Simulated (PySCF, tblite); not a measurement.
# C8H18AlN: geometry, infrared bands and NMR shifts, part 1 of 2

Aim: predict the infrared bands and NMR shifts of C8H18AlN (`C=CC[C@@H]1C[CH2][AlH2-][N+]1(C)C`).

Computed with tblite 0.8.0 and PySCF 2.14.0, with density-fitted response routines of our own, on a single molecule in the gas phase. Atoms are numbered from 0 throughout.

### Step 1. Starting geometry

28 atoms, charge 0, multiplicity 1; geometry from: force field or distance geometry start.

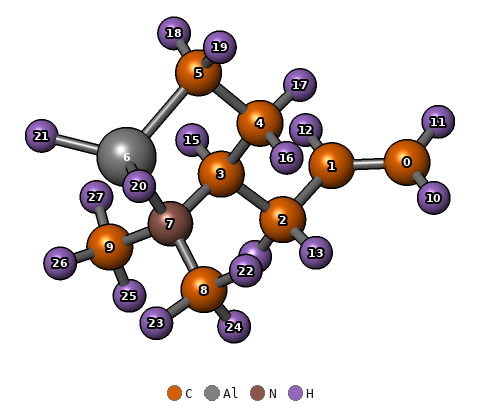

The starting geometry (carbon orange, aluminium grey, nitrogen brown, hydrogen purple), atoms numbered; sticks join atoms by distance.

### Step 2. Geometry optimisation with GFN2-xTB

What the job is given:

```
{"job": {"kind": "relax", "xc": "GFN2-xTB", "basis": "xTB"}, "charge": 0, "multiplicity": 1}
C      3.520100    -0.608600     0.440500
C      2.530000    -0.607300    -0.486700
C      1.160800    -1.072500    -0.133800
C      0.170700     0.086400    -0.391000
C      0.563900     1.213300     0.490900
C     -0.344500     2.405700     0.120300
Al    -2.048800     1.359000     0.117900
N     -1.169900    -0.329500    -0.125300
C     -1.349800    -1.204600     1.014400
C     -1.745200    -0.953100    -1.330100
H      3.352000    -0.928600     1.462800
H      4.482500    -0.257400     0.096000
H      2.704500    -0.282900    -1.496400
H      1.099300    -1.368100     0.942600
H      0.898700    -1.912000    -0.797700
H      0.297400     0.387800    -1.431900
H      0.370900     0.932800     1.553800
H      1.598900     1.543200     0.310700
H     -0.130900     2.796100    -0.881400
H     -0.333300     3.151900     0.931500
H     -2.744300     1.475800     1.556100
H     -3.011700     1.745100    -1.073800
H     -1.002000    -0.672200     1.938500
H     -2.460600    -1.451500     1.080500
H     -0.787100    -2.146900     0.951300
H     -1.462100    -2.009100    -1.338500
H     -2.833700    -0.878600    -1.292100
H     -1.346600    -0.386800    -2.214800
```

Run with:

```sh
> OMP_NUM_THREADS=1 python probes_run.py task.json out
```

One launch serves the whole session: the jobs run in the order shown.

The program printed:

```text
step      E/eV     max force
  0    -823.11937    2.958
  1    -823.50927    2.101
  2    -823.72624    1.154
  3    -823.84943    0.664
  4    -823.94073    0.546
  5    -823.97763    0.465
  6    -824.01868    0.324
  7    -824.04418    0.294
  8    -824.06285    0.256
  9    -824.07536    0.291
 10    -824.08768    0.290
 11    -824.09919    0.241
 12    -824.10924    0.171
 13    -824.11719    0.169
 14    -824.12318    0.159
 15    -824.12746    0.115
 16    -824.13070    0.120
 17    -824.13396    0.164
 18    -824.13777    0.171
 19    -824.14177    0.198
 20    -824.14555    0.189
 21    -824.14910    0.147
 22    -824.15242    0.163
 23    -824.15503    0.117
 24    -824.15668    0.064
 25    -824.15783    0.062
 26    -824.15903    0.087
 27    -824.16045    0.085
 28    -824.16200    0.085
 29    -824.16351    0.094
 30    -824.16496    0.092
 31    -824.16635    0.099
 32    -824.16756    0.074
 33    -824.16852    0.064
 34    -824.16933    0.065
 35    -824.17023    0.082
 36    -824.17132    0.083
 37    -824.17244    0.064
 38    -824.17339    0.052
 39    -824.17419    0.056
 40    -824.17500    0.060
 41    -824.17586    0.071
 42    -824.17670    0.065
 43    -824.17743    0.054
 44    -824.17811    0.053
 45    -824.17877    0.055
 46    -824.17939    0.046
 47    -824.17991    0.047
 48    -824.18037    0.045
 49    -824.18083    0.042
 50    -824.18128    0.044
 51    -824.18169    0.043
 52    -824.18207    0.038
 53    -824.18246    0.049
 54    -824.18288    0.049
 55    -824.18332    0.051
 56    -824.18373    0.054
 57    -824.18415    0.049
 58    -824.18461    0.047
 59    -824.18512    0.053
 60    -824.18565    0.057
 61    -824.18618    0.052
 62    -824.18666    0.051
 63    -824.18706    0.037
 64    -824.18737    0.033
 65    -824.18766    0.034
 66    -824.18802    0.052
 67    -824.18845    0.055
 68    -824.18887    0.041
 69    -824.18926    0.042
 70    -824.18965    0.044
 71    -824.19012    0.066
 72    -824.19068    0.064
 73    -824.19126    0.060
 74    -824.19182    0.045
 75    -824.19243    0.058
 76    -824.19317    0.071
 77    -824.19404    0.064
 78    -824.19486    0.056
 79    -824.19549    0.041
 80    -824.19599    0.042
 81    -824.19650    0.051
 82    -824.19707    0.049
 83    -824.19769    0.046
 84    -824.19828    0.050
 85    -824.19889    0.057
 86    -824.19965    0.060
 87    -824.20122    0.077
 88    -824.20252    0.084
 89    -824.20437    0.080
 90    -824.20598    0.073
 91    -824.20733    0.061
 92    -824.20837    0.062
 93    -824.20905    0.080
 94    -824.21000    0.069
 95    -824.21074    0.054
 96    -824.21199    0.049
 97    -824.21253    0.054
 98    -824.21360    0.062
 99    -824.21422    0.057
100    -824.21488    0.047
101    -824.21553    0.046
102    -824.21620    0.066
103    -824.21683    0.055
104    -824.21733    0.036
105    -824.21766    0.035
106    -824.21800    0.038
107    -824.21838    0.042
108    -824.21884    0.051
109    -824.21934    0.043
110    -824.21987    0.045
111    -824.22036    0.049
112    -824.22083    0.045
113    -824.22135    0.045
114    -824.22182    0.041
115    -824.22220    0.038
116    -824.22251    0.036
117    -824.22284    0.038
118    -824.22322    0.044
119    -824.22363    0.043
120    -824.22392    0.036
121    -824.22415    0.031
122    -824.22432    0.033
123    -824.22448    0.028
124    -824.22460    0.022
125    -824.22471    0.020
126    -824.22483    0.031
127    -824.22498    0.040
128    -824.22515    0.033
129    -824.22530    0.029
130    -824.22543    0.029
131    -824.22557    0.033
132    -824.22575    0.041
133    -824.22595    0.031
134    -824.22613    0.026
135    -824.22628    0.025
136    -824.22643    0.035
137    -824.22657    0.037
138    -824.22670    0.025
139    -824.22680    0.024
140    -824.22691    0.022
141    -824.22705    0.033
142    -824.22721    0.037
143    -824.22735    0.026
144    -824.22744    0.021
145    -824.22751    0.020
146    -824.22758    0.019
147    -824.22766    0.021
148    -824.22774    0.020
149    -824.22784    0.020
150    -824.22793    0.019
151    -824.22800    0.015
152    -824.22807    0.014
153    -824.22814    0.015
154    -824.22822    0.019
155    -824.22830    0.016
156    -824.22838    0.015
157    -824.22844    0.014
158    -824.22849    0.016
159    -824.22853    0.015
160    -824.22856    0.011
161    -824.22859    0.011
162    -824.22861    0.010
163    -824.22863    0.010
```

Wall time 1.6 s (1 thread of AMD EPYC 9R45, shared host).

Relaxation path: (not every step is listed)

```tsv
step	energy from step 0 (eV)	largest force (eV/Å)
0	0.0000	2.9575
1	-0.3899	2.1010
2	-0.6069	1.1538
3	-0.7301	0.6637
4	-0.8214	0.5464
5	-0.8583	0.4647
6	-0.8993	0.3235
7	-0.9248	0.2937
8	-0.9435	0.2564
23	-1.0357	0.1169
38	-1.0540	0.0516
53	-1.0631	0.0489
68	-1.0695	0.0408
83	-1.0783	0.0456
98	-1.0942	0.0619
113	-1.1020	0.0450
128	-1.1058	0.0326
143	-1.1080	0.0258
158	-1.1091	0.0158
159	-1.1092	0.0149
160	-1.1092	0.0113
161	-1.1092	0.0114
162	-1.1092	0.0100
163	-1.1093	0.0099
```

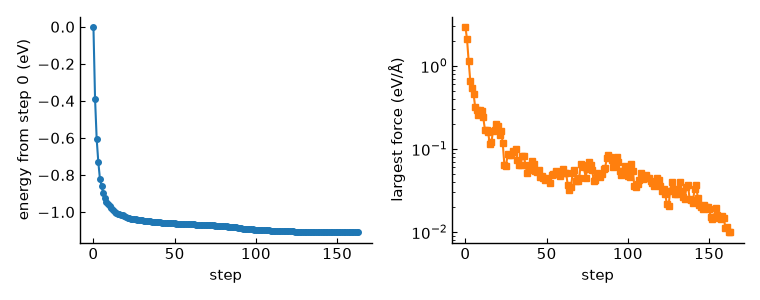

Energy and force, step by step.

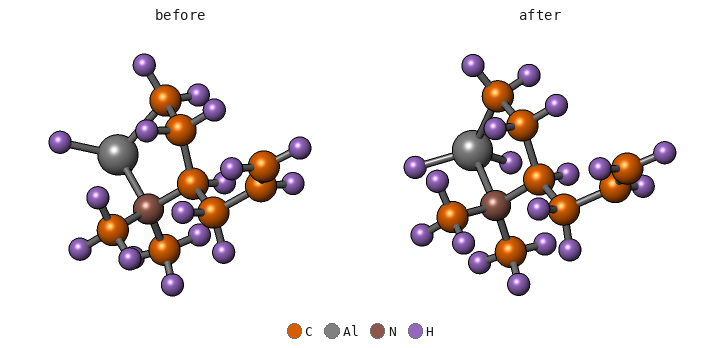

The geometry before (left) and after (right).

Distances of close pairs at the start and the end, largest changes first:

```tsv
bond	before (Å)	after (Å)	change (Å)
Al6–N7	1.919	2.066	+0.147
C8–H23	1.140	1.090	-0.050
C3–C4	1.484	1.532	+0.048
C3–N7	1.429	1.471	+0.043
Al6–H20	1.602	1.560	-0.042
C0–C1	1.356	1.319	-0.037
C9–H27	1.124	1.089	-0.035
C8–H22	1.122	1.088	-0.034
```

The end geometry stands in the next job.

### Step 3. Vibrational analysis with GFN2-xTB

What the job is given:

```
{"job": {"kind": "ir", "xc": "GFN2-xTB", "basis": "xTB"}, "charge": 0, "multiplicity": 1}
C      3.668641    -0.658536     0.025734
C      2.555141    -0.654349    -0.681942
C      1.215335    -1.070563    -0.161713
C      0.210132     0.086321    -0.270396
C      0.544532     1.213877     0.711204
C     -0.482650     2.355276     0.571014
Al    -2.149316     1.533462    -0.221650
N     -1.200795    -0.298834    -0.111309
C     -1.508097    -0.915925     1.168659
C     -1.681504    -1.143766    -1.191703
H      3.685075    -0.972931     1.056516
H      4.611357    -0.350645    -0.392378
H      2.565715    -0.330122    -1.714737
H      1.312392    -1.388110     0.878279
H      0.865034    -1.920389    -0.754871
H      0.269198     0.515614    -1.279996
H      0.546388     0.821020     1.730168
H      1.564142     1.551607     0.502824
H     -0.097775     3.058270    -0.188427
H     -0.487472     2.939051     1.499282
H     -3.466233     1.202159     0.546525
H     -2.270275     1.689119    -1.777775
H     -1.290828    -0.214219     1.971471
H     -2.576326    -1.129189     1.197594
H     -0.954436    -1.845599     1.326374
H     -1.319386    -2.173777    -1.115800
H     -2.772716    -1.149676    -1.161059
H     -1.376173    -0.721793    -2.147673
```

The program printed:

```text
mode    cm-1     km/mol
  1      52.3      1.26
  2      60.6      1.82
  3      69.1      0.34
  4     115.1      0.36
  5     126.4      1.16
  6     197.1      0.43
  7     211.8      0.89
  8     225.8      0.18
  9     243.1      0.35
 10     269.3      0.79
 11     293.7      1.78
 12     304.3      6.89
 13     333.7      1.42
 14     414.8      1.19
 15     442.4      0.01
 16     450.9     10.97
 17     463.9      1.51
 18     502.1     25.89
 19     544.7     73.87
 20     575.8     18.53
 21     603.3     60.97
 22     631.9     54.49
 23     679.2    498.43
 24     768.7    472.23
 25     814.8      8.71
 26     870.9      5.32
 27     900.7     11.99
 28     932.5     16.37
 29     945.6      7.00
 30     995.4      4.07
 31    1023.6     19.15
 32    1031.5     11.08
 33    1033.5      2.21
 34    1052.0     49.02
 35    1068.4     13.43
 36    1075.3      4.34
 37    1095.8      3.77
 38    1128.0      3.59
 39    1161.1      9.24
 40    1180.7      6.31
 41    1202.1     11.40
 42    1219.9      7.66
 43    1250.8      3.21
 44    1253.3      2.14
 45    1273.8      6.74
 46    1290.6      3.26
 47    1310.1      7.68
 48    1332.8      2.34
 49    1351.4      9.96
 50    1402.6      3.57
 51    1415.8      4.24
 52    1423.0      2.28
 53    1461.9      1.68
 54    1465.5      4.57
 55    1470.7      3.26
 56    1476.4      7.73
 57    1481.2      9.81
 58    1486.1      7.54
 59    1515.1      2.08
 60    1664.1    361.37
 61    1708.7    393.27
 62    1720.8     13.75
 63    2829.9     47.28
 64    2888.5     35.72
 65    2913.8     45.61
 66    2937.9     26.42
 67    2941.2     60.55
 68    2949.6     45.66
 69    2953.9     53.57
 70    2972.0     39.88
 71    2981.6     19.66
 72    2985.2     47.65
 73    3008.0     17.95
 74    3019.9     14.97
 75    3024.8     17.18
 76    3054.7     38.72
 77    3101.1     23.44
 78    3130.1     47.29
```

Run time: 1.5 s. Hardware: 1 thread of AMD EPYC 9R45, shared host.

The strongest bands and the atoms that carry them (share of the mass-weighted mode):

```tsv
cm⁻¹	km/mol	atoms
545	73.9	C5 28 %, H20 20 %, Al6 17 %, H18 14 %
603	61.0	C5 33 %, H19 19 %, H21 16 %
632	54.5	C1 20 %, H11 17 %, H10 13 %
679	498.4	H21 32 %, H20 29 %, Al6 12 %
769	472.2	H21 44 %, H20 43 %
1664	361.4	H21 95 %
1709	393.3	H20 95 %
2941	60.5	H17 79 %, H16 11 %
```

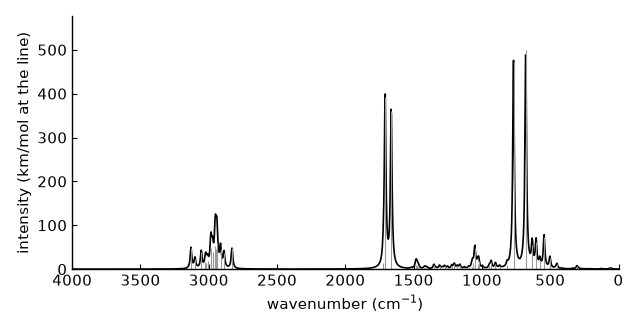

The infrared spectrum from these modes, unscaled. Lines are broadened to a width of 14 cm⁻¹ (Lorentzian).

### Step 4. Geometry optimisation at PBE0-D3(BJ)/def2-SVP

What the job is given:

```
{"job": {"xc": "PBE0", "basis": "def2-SVP", "d3": "d3bj", "grid": 1, "shake": 0.01, "kind": "geom"}, "charge": 0, "multiplicity": 1}
C      3.689050    -0.684090     0.029910
C      2.549460    -0.658880    -0.684100
C      1.195140    -1.072880    -0.170370
C      0.243360     0.088580    -0.273920
C      0.541720     1.207200     0.700650
C     -0.486560     2.360100     0.568630
Al    -2.139740     1.531460    -0.221410
N     -1.185340    -0.293380    -0.116360
C     -1.509930    -0.910520     1.188010
C     -1.684200    -1.146200    -1.181680
H      3.676210    -0.975850     1.065340
H      4.617160    -0.349730    -0.385680
H      2.537430    -0.319910    -1.724330
H      1.295710    -1.385350     0.885280
H      0.860590    -1.931150    -0.754610
H      0.268670     0.529670    -1.272520
H      0.548330     0.832140     1.728110
H      1.554880     1.557450     0.508650
H     -0.099920     3.050440    -0.186140
H     -0.512410     2.945950     1.504200
H     -3.482620     1.202770     0.536880
H     -2.262700     1.668780    -1.786920
H     -1.283730    -0.202650     1.949890
H     -2.581310    -1.125910     1.191500
H     -0.938530    -1.857510     1.329920
H     -1.329870    -2.159720    -1.116020
H     -2.776440    -1.166860    -1.144240
H     -1.368650    -0.714260    -2.136290
```

The program printed:

```text
step   0  E = -611.96244911  max force = 0.027450
step   1  E = -611.96898765  max force = 0.006771
step   2  E = -611.96955700  max force = 0.001779
step   3  E = -611.96965987  max force = 0.002932
step   4  E = -611.96975428  max force = 0.001512
step   5  E = -611.96981896  max force = 0.000813
step   6  E = -611.96989793  max force = 0.000598
step   7  E = -611.96996597  max force = 0.000595
step   8  E = -611.96997990  max force = 0.000320
optimisation converged
```

Wall time 3.3 min (1 thread of AMD EPYC 9R45, shared host); peak memory 1.1 GiB.

Relaxation path:

```tsv
step	energy from step 0 (eV)	largest force component (eV/Å)
0	0.0000	1.4115
1	-0.1779	0.3482
2	-0.1934	0.0915
3	-0.1962	0.1508
4	-0.1988	0.0778
5	-0.2005	0.0418
6	-0.2027	0.0308
7	-0.2045	0.0306
8	-0.2049	0.0165
```

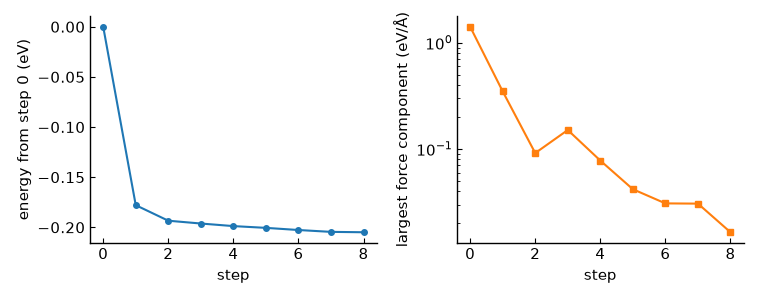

Energy and force, step by step.

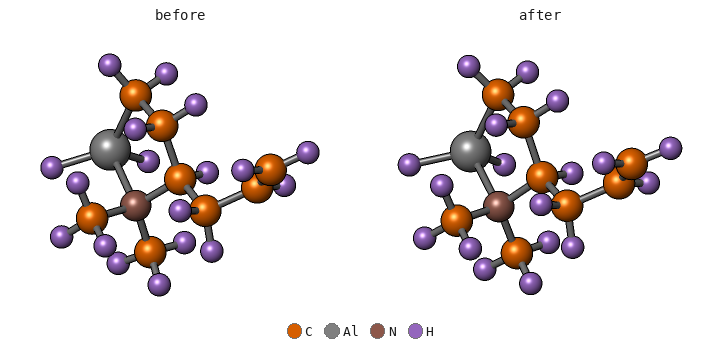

The geometry before (left) and after (right).

Close pairs (by a distance rule), those that changed most:

```tsv
bond	before (Å)	after (Å)	change (Å)
Al6–H21	1.576	1.611	+0.035
C8–H22	1.064	1.097	+0.033
Al6–H20	1.577	1.609	+0.032
Al6–N7	2.062	2.090	+0.028
C9–H25	1.076	1.104	+0.028
C2–C3	1.505	1.532	+0.026
C0–H11	1.070	1.093	+0.022
C0–H10	1.076	1.095	+0.019
```

The final coordinates are the input of the step that follows.

```tsv
at the end point	value
point group (found at 0.08 Å tolerance)	C1
rotational constants (GHz, main isotopes)	1.765, 0.746, 0.618
dipole moment (D)	4.60
```

(Continued in part 2 of 2.)
